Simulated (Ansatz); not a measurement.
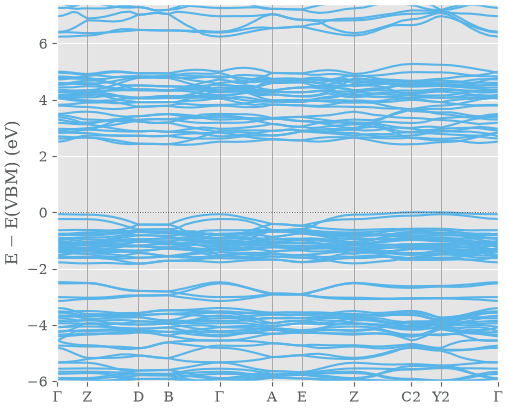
Fig. 1. Band structure from the program Ansatz at the r²SCAN+D4 level (PAW)

Task: Read off the gap and where the band edges lie.

Result: About 2.4 eV (2.40 eV by a search for the band edges); maximum at C2, minimum on the B–Γ line, 29 % of the way from B.

The material is S in space group P2/c (No. 13; Pearson symbol mP32).

The first step of the workflow began from a Materials Project structure, measured or hypothetical; the Crystallography Open Database files this formula in space group No. 13, but the cells were not matched. It is not the phase usual at ambient conditions (space group No. 70). The r²SCAN+D4 relaxation kept the symmetry of its start; its stability against distortions is not shown here.

Potentials: the later of the program's two PAW sets.
